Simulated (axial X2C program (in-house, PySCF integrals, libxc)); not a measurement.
# RuCl: Ω levels from open-shell CI on d6 s1 p(π)0

Aim: the spin–orbit levels of RuCl that arise from the configuration d6 s1 p(π)0 of Ru, and how they move with the bond.

Computed with an in-house X2C program for linear molecules on PySCF integrals. Level: two-component X2C, average-of-configuration Hartree–Fock and CI in the open shells.

All values are calculated.

## (1) The job

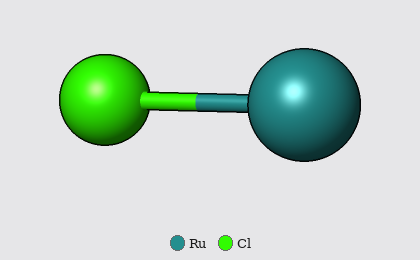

The atoms on one line, bond 2.385 Å (ruthenium teal, chlorine green).

Input file task.json:

```json
{"zs": [44, 17], "q": 0, "bas": ["dyall-v3z", "dyall-av3z"], "r0": 2.24, "metal": 0, "shells": [[2, [0, 1, 2], 6], [0, [0], 1], [1, [1], 0]], "fix": 0, "emax": 3.2, "nroots": 4}
```

Keys: zs atomic numbers; q charge; bas basis sets; r0 starting distance in Å; metal index of the metal atom; shells open shells as [l, |m| values, electrons]; fix electron count of the first shell held; emax energy window in eV; nroots roots for each Ω.

Run with:

```console
> python soci.py task.json out
```

Two-component X2C with atomic mean-field Coulomb and Gaunt terms, basis Ru dyall-v3z, Cl dyall-av3z (cores contracted in-house). Orbitals come from Hartree–Fock averaged over the configuration Ru d6 s1 p(π)0; CI then distributes these electrons over the d, s, p(π) shells of Ru.

## (2) CI at R = 2.385 Å

**Question.** What will these runs give? Wanted: lowest level of the model; next level; lowest curve, Re and ωe.

As calculated:

| quantity | value |
| --- | --- |
| lowest level of the model | Ω = 9/2, g∥ = 13.99, 100% d6 s1 |
| next level | Ω = 7/2, 335 cm⁻¹ higher |
| lowest curve, Re and ωe | 2.393 Å, 335.1 cm⁻¹ |

**Reading.** In the lowest level ⟨Sz⟩ = 2.49 and ⟨Lz⟩ = 2.01; its leading determinant has weight 0.84 among 463. From 2.385 to 2.480 Å the gap from the lowest to the fifth level goes from 1390 to 1386 cm⁻¹. Without dynamic correlation distances can be off by several hundredths of an Å, and the wavenumbers are rough. There is no dynamic correlation: spin–orbit spacings and, for f shells, spacings inside one term are the most reliable numbers, splittings between terms come out too wide, and energies between configurations are not reliable, so the lowest level need not be the ground state of the molecule. For d shells the ligand-field splittings (σ, π, δ) and their order can be off by a thousand cm⁻¹ or more. At most 4 roots were kept for each Ω > 0 (twice that for Ω = 0) within 3.2 eV of the lowest, so higher up levels can be missing between those listed; levels with Ω > 0 are doubly degenerate and listed once, Ω = 0 levels singly. States that fill the shells left empty in the average are placed too high.
